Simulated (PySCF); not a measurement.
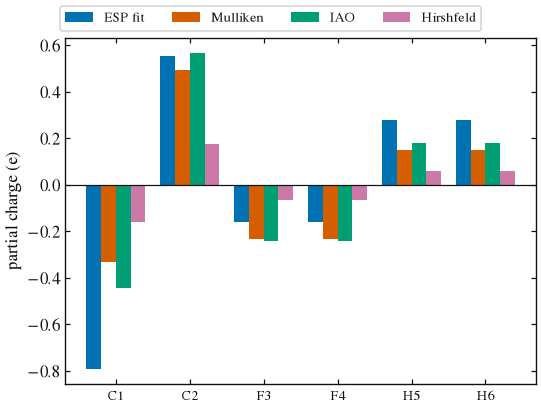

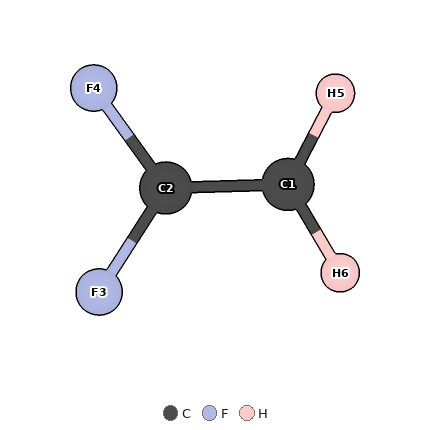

Atomic charges of C₂H₂F₂, SMILES C=C(F)F by 4 schemes, PBE0/pcSseg-1, PySCF, at a PBE0-D3(BJ)/def2-SVP geometry (no frequency check).

**On which atom do the schemes disagree most?**

On C1: ESP fit −0.79, Mulliken −0.33, IAO −0.44, Hirshfeld −0.16 e.

**Which scheme gives the smallest charges overall?**

Hirshfeld: mean absolute charge Hirshfeld 0.10, Mulliken 0.27, IAO 0.31, ESP fit 0.37 e.
